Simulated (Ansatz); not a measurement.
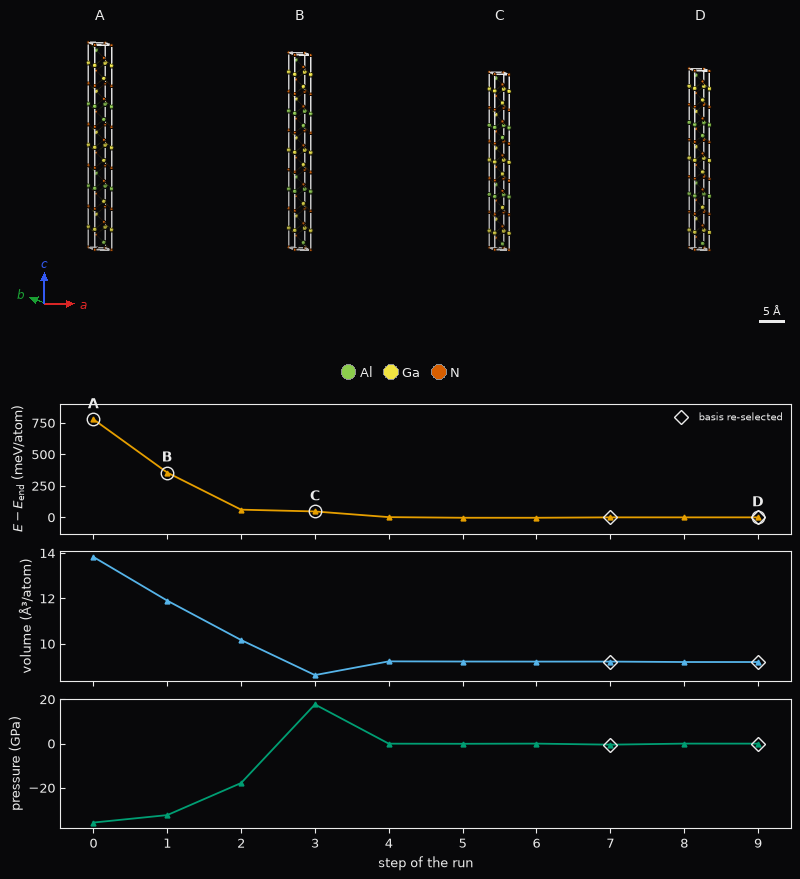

Frames of a relaxation of a crystal of Al2Ga3N5 (a generated structure, set up in R-3m) (coarse preliminary run), marked on the history of the run. The picture is a ball-and-stick view of the conventional cell (3 times the calculation's cell), seen slightly off an axis. Lengths and directions refer to the drawn axes.

Level of theory: Ansatz, DFT PBE, scalar-relativistic, plane waves, PAW.

Input
```yaml
crystal:
  lattice:
    - [1.69734996, 0.97996545, 13.85880436]
    - [-1.69734996, 0.97996545, 13.85880436]
    - [0.0, -1.95993091, 13.85880436]
  atoms:
    - { symbol: Al, position: [0.7, 0.7, 0.7] }
    - { symbol: Al, position: [0.3, 0.3, 0.3] }
    - { symbol: Ga, position: [0.1, 0.1, 0.1] }
    - { symbol: Ga, position: [0.9, 0.9, 0.9] }
    - { symbol: Ga, position: [0.5, 0.5, 0.5] }
    - { symbol: "N", position: [0.4, 0.4, 0.4] }
    - { symbol: "N", position: [0.0, 0.0, 0.0] }
    - { symbol: "N", position: [0.6, 0.6, 0.6] }
    - { symbol: "N", position: [0.2, 0.2, 0.2] }
    - { symbol: "N", position: [0.8, 0.8, 0.8] }
basis:
  ecutwfc: 420
kpoints:
  mp_grid: { grid: [6, 6, 6] }
hamiltonian:
  xc: pbe
scf:
  occupations: { method: gaussian, width: 0.1 }
  lower_state_search: "off"
output:
  forces: true
  stress: true
  eigenvalues: true
relax:
  adjacent_minimum: "off"
  f_tol: 0.04
  max_steps: 70
  cell: { stress_tol: 0.4 }
```

Command:
```bash
ansatz run input.yaml --threads 4 --pin off --max-ram 8192MiB --backend cpu --events-out ev --progress --plain --runs-dir out
```

What happens along the run?

The largest moves relative to the cell, 0.11 Å, are those of N6 and N8. N8 goes along +c. Largest moves by element: N 0.11 Å, Ga 0.06 Å, Al 0.04 Å. Cell: a = b 3.395 → 2.962 Å (−12.8 %), c 41.576 → 36.328 Å (−12.6 %). Volume −33.5 %. Some distances before and after: Al1–N6 2.400 → 2.059 Å, Al1–N7 2.400 → 2.072 Å, Ga3–N10 2.400 → 2.111 Å, Ga3–N6 2.400 → 2.124 Å. Among the angles between lasting bonds that change: Al1–N6–Ga3 180.0° → 177.5°. The space group stays R-3m (No. 166). After 7 accepted moves (9 points after the start) the energy has fallen by 779 meV per atom. Largest force component: 0.69 eV/Å at the start, 0.0006 eV/Å at the end. Pressure: −35.64 GPa at the start and 0.00 GPa at the end. The SCF was repeated twice at an unchanged geometry on a basis and grid sized afresh for the cell, which shifted the energy by 3.2 meV per atom at most. From step 0 to 1: N atoms move most (0.03 Å), volume −13.9 %, energy −423 meV per atom. From step 1 to 3: N atoms move most (0.17 Å), volume −27.6 %, energy −309 meV per atom. From step 3 to 9: Ga and N atoms move most (0.09 Å), volume +6.7 %, energy −47.0 meV per atom.

| step | E − E(0), meV/atom | largest force component, eV/Å | pressure, GPa | volume, Å³/atom | note |
| --- | --- | --- | --- | --- | --- |
| 0 | 0.00 | 0.6867 | -35.64 | 13.831 |  |
| 1 | -423.08 | 0.5783 | -32.27 | 11.905 |  |
| 2 | -717.79 | 0.3645 | -17.78 | 10.169 |  |
| 3 | -731.98 | 1.1643 | 17.71 | 8.623 |  |
| 4 | -777.12 | 0.6673 | -0.02 | 9.228 |  |
| 5 | -782.11 | 0.1432 | -0.07 | 9.221 |  |
| 6 | -782.20 | 0.0089 | 0.01 | 9.218 |  |
| 7 | -778.95 | 0.0087 | -0.46 | 9.218 | same geometry, new basis |
| 8 | -779.05 | 0.0006 | 0.01 | 9.199 |  |
| 9 | -778.99 | 0.0006 | 0.00 | 9.199 | same geometry, new basis |
